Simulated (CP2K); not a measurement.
Consider 2-isocyanoimidazole at its PBE geometry (Å).

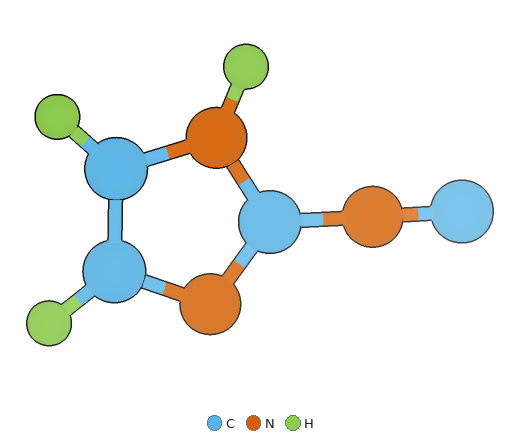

The molecule (carbon blue, nitrogen orange, hydrogen green).

```xyz
10

C     3.2891   -0.6149   -0.0342
N     2.1072   -0.4997    0.0012
C     0.7479   -0.3582    0.0363
N    -0.1363   -1.3163    0.2707
C    -1.3603   -0.6877    0.2014
C    -1.2120    0.6575   -0.0737
N     0.1470    0.8597   -0.1788
H    -2.2821   -1.2385    0.3535
H    -1.9236    1.4650   -0.1956
H     0.6232    1.7330   -0.3807
```

Method: CP2K XAS_TDP, all-electron GAPW, PBEh(45%), aug-cc-pVDZ, TDA, GW2X-corrected core level, no relativity.

Predict the bright core excitations at the C K edge.

Leading lines: C1 288.70 eV, C3 289.27 eV, C5 288.38 eV and C6 288.20 eV. The leading line of an atom is its first one with 35 % of the strongest within 2.5 eV of its lowest line over the strength cut. Core ionisation energies at this level: C3 294.84, C5 292.75, C1 295.09 and C6 293.17 eV.

The first six lines of each atom with a strength over 0.0015:

```
                     atom  energy (eV)  states  strength, one atom  above the computed threshold
         C1 (bonded to N)       288.70       1              0.0652                              
                                288.73       1              0.0721                              
                                294.79       1              0.0052                              
                                295.08       1              0.0025                              
                                295.45       1              0.0017                           yes
                                295.80       1              0.0022                           yes
       C3 (bonded to 3 N)       289.27       1              0.0481                              
                                292.19       1              0.0061                              
                                292.71       1              0.0028                              
                                293.21       1              0.0026                              
                                293.62       1              0.0150                              
                                293.88       1              0.0026                              
C5 (bonded to C, N and H)       288.38       1              0.0543                              
                                290.77       1              0.0069                              
                                291.29       1              0.0037                              
                                291.77       1              0.0036                              
                                291.84       1              0.0015                              
                                292.19       1              0.0028                              
C6 (bonded to C, N and H)       288.20       1              0.0495                              
                                290.62       1              0.0116                              
                                290.88       1              0.0034                              
                                291.54       1              0.0047                              
                                292.13       1              0.0016                              
                                292.23       1              0.0029
```

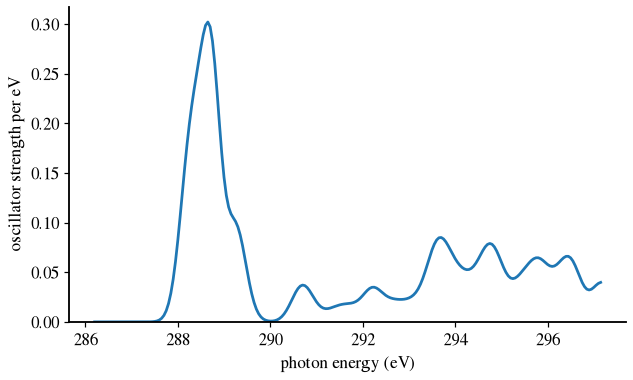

All atoms added, broadened by 0.5 eV.

Lines are vertical, at one geometry, with no vibrational structure. GW2X ionisation energies and lines can be off by 1 to 2 eV either way, and a good line position may hide errors that cancel. These values hold no scalar relativity, about 0.1 eV for C 1s. Rydberg lines, and the discretised continuum above threshold, depend on the basis and the box.

[Banner, clock and machine lines of the logs are left out without a mark of their own.]

[Logs are printed without paths, hosts, clocks, repeated set-up lines and the standing remarks that a program may print on its own settings, such as how far it seeks lower states.]

[Hosts, paths, dates, database ids (printed as entryN), source tags and the programs' standing remarks are cut or masked in the printed files.]
